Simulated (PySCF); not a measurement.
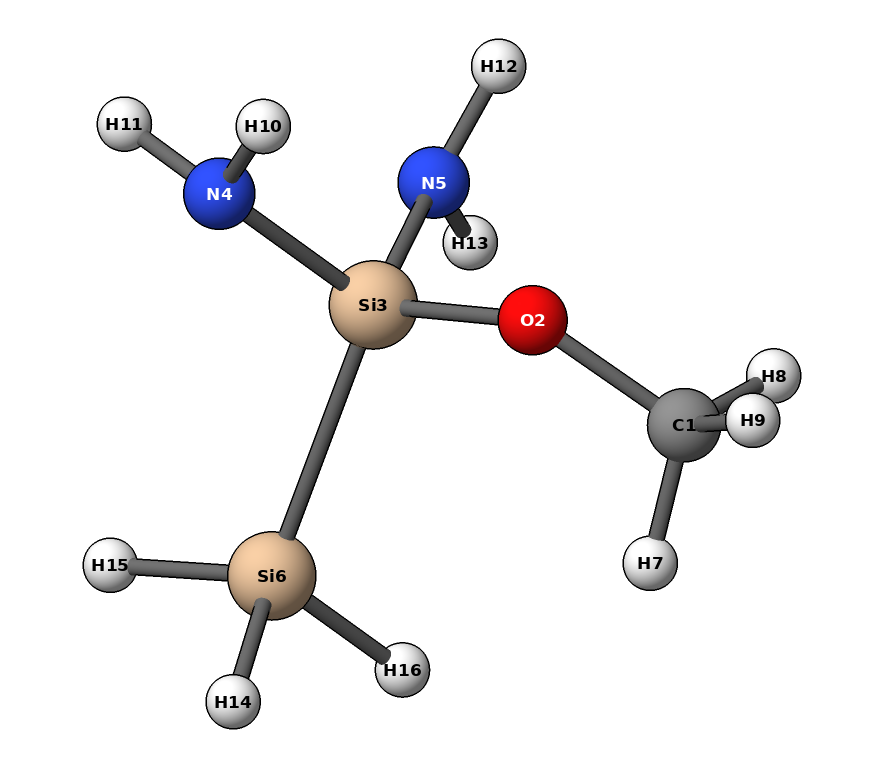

The questions are on isotropic NMR shieldings of the H atoms. Geometry: an end point of a reaction path computed with GFN2-xTB. Level of theory: GIAO PBE0/pcSseg-1 NMR shielding, non-relativistic, gas phase (PySCF 2.14.0).

Give the isotropic NMR shieldings of the H atoms atom by atom.

```json
{"atom": "H7", "σ (ppm)": "28.14"}
{"atom": "H8", "σ (ppm)": "27.92"}
{"atom": "H9", "σ (ppm)": "27.83"}
{"atom": "H10", "σ (ppm)": "30.92"}
{"atom": "H11", "σ (ppm)": "31.85"}
{"atom": "H12", "σ (ppm)": "30.80"}
{"atom": "H13", "σ (ppm)": "30.58"}
{"atom": "H14", "σ (ppm)": "28.48"}
{"atom": "H15", "σ (ppm)": "28.61"}
{"atom": "H16", "σ (ppm)": "28.50"}
```
